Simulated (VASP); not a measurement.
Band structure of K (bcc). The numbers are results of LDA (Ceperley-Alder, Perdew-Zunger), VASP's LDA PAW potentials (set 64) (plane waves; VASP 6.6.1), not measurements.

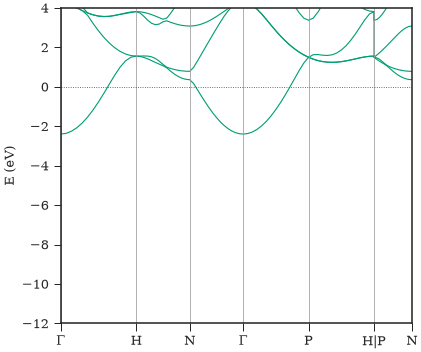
Figure: Bands along high-symmetry lines, zero at the valence-band maximum or, without a gap, the Fermi level

Q: Read the plot: is there a gap, and where are the band edges?

A: It has no gap at this level: it comes out as a metal or semimetal. (Edges off the drawn lines would not show.)

The compound is K in the bcc structure. It was relaxed first, which changed the volume by -13 %.
